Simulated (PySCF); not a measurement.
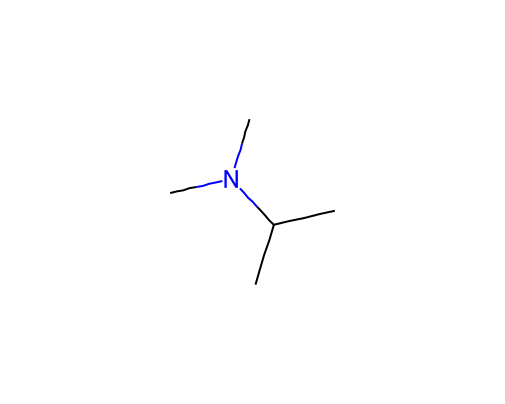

2D structure.

**Transcribe the drawing into SMILES.**

CC(C)N(C)C

**Give the formula, hydrogens included.**

C5H13N.

**An optimisation with GFN2-xTB gave a structure of which point group?**

C1. Other conformers may differ.

The parts below concern this one geometry. Atoms keep their numbers from picture to picture. The geometry was computed by an optimisation with GFN2-xTB. No frequency run is at hand to confirm it as a minimum.

### Shape

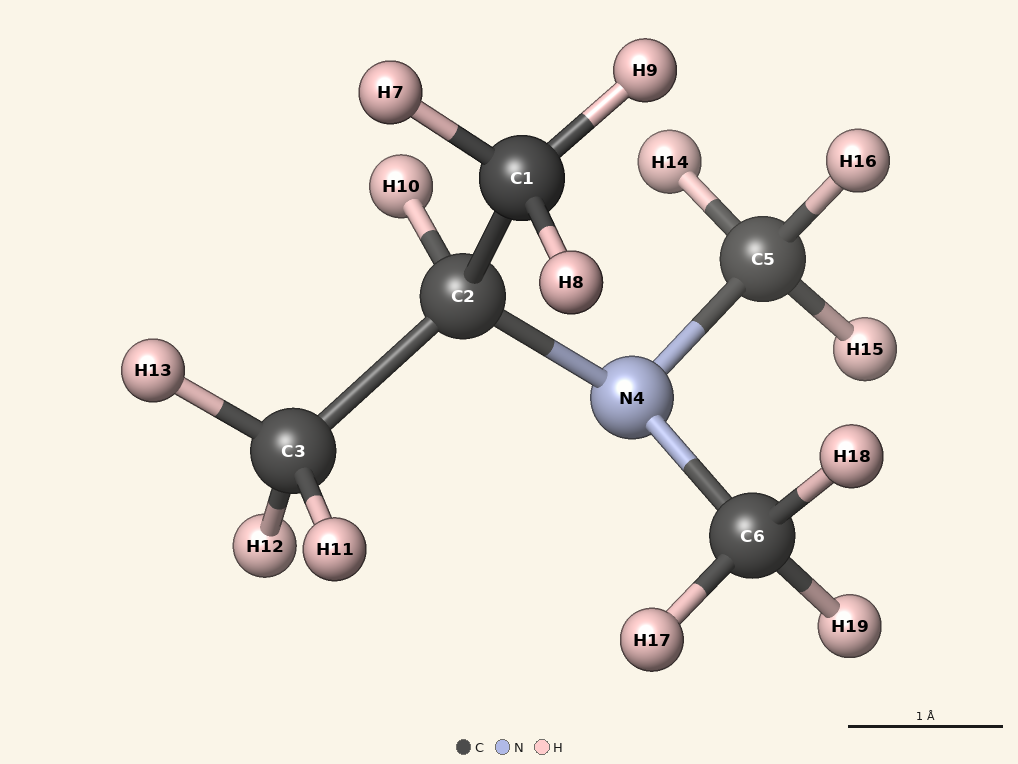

The atoms are numbered. No frequency run is at hand to confirm it as a minimum.

Which atoms are bonded, and how long are the bonds? Leave out bonds to hydrogen.

```json
{"bond": "C1–C2", "length (Å)": "1.535", "order": "single"}
{"bond": "C2–C3", "length (Å)": "1.530", "order": "single"}
{"bond": "C2–N4", "length (Å)": "1.459", "order": "single"}
{"bond": "N4–C5", "length (Å)": "1.445", "order": "single"}
{"bond": "N4–C6", "length (Å)": "1.447", "order": "single"}
```

### Electronic properties

No frequency run is at hand to confirm it as a minimum. Method: PBE0/pcSseg-1, gas phase (PySCF 2.14.0).

**Estimate the HOMO energy (Kohn–Sham orbital).**

−5.86 eV.

**Estimate the LUMO energy (Kohn–Sham orbital).**

1.39 eV.

**What is the dipole moment?**

0.59 D.

### NMR shielding

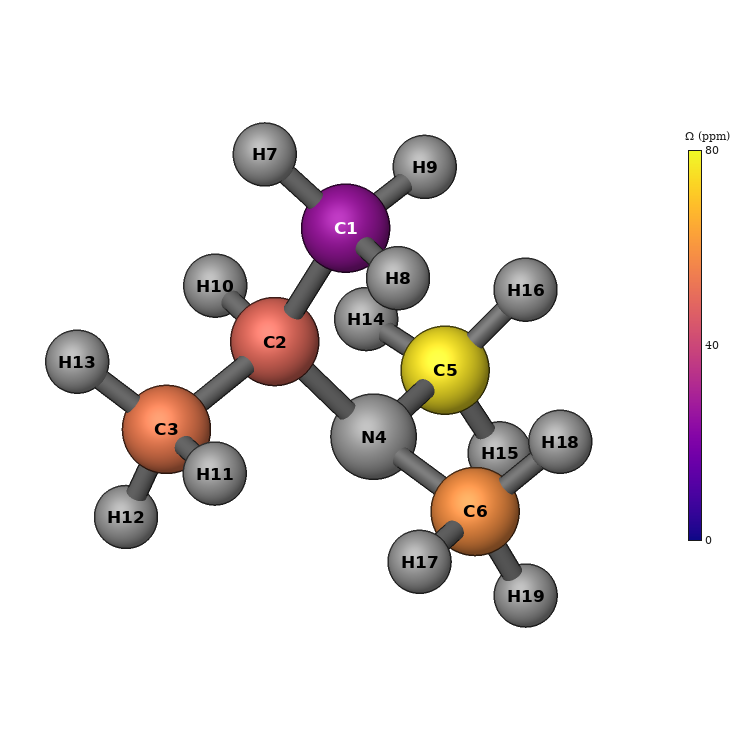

The C atoms are coloured by the span of their shielding tensor. No frequency run is at hand to confirm it as a minimum. Level of theory: GIAO PBE0/pcSseg-1 NMR shielding, non-relativistic, gas phase (PySCF 2.14.0). Principal shieldings σ11 ≤ σ22 ≤ σ33, span Ω = σ33 − σ11, skew κ = 3(σiso − σ22)/Ω.

**Which C atom has the most anisotropic shielding?**

C5, with a span of 76 ppm.

Give the shielding tensors of the C atoms.

```tsv
atom	σ11	σ22	σ33	σiso	Ω	κ
C1	162.3	175.0	188.6	175.3	26.3	0.03
C2	111.2	115.8	160.9	129.3	49.8	0.81
C3	136.0	159.3	190.1	161.8	54.1	0.14
C5	110.5	123.4	186.6	140.1	76.1	0.66
C6	126.0	141.1	184.9	150.7	58.9	0.49
```

Shieldings and span in ppm.

### Quadrupole coupling

No frequency run is at hand to confirm it as a minimum. Electric field gradients from the ground-state density, PBE0/pcSseg-1 (PySCF 2.14.0), non-relativistic apart from any core potentials.

Give the largest field-gradient component, the quadrupole coupling constant and the asymmetry for 14N at N4 (Q = 20.44 mb), 2H at H7 (Q = 2.86 mb), 2H at H8 (Q = 2.86 mb).

```tsv
atom	V_zz (a.u.)	e²qQ/h (MHz)	η
N4	−1.337	−6.42	0.01
H7	0.318	0.213	0.01
H8	0.316	0.212	0.01
```
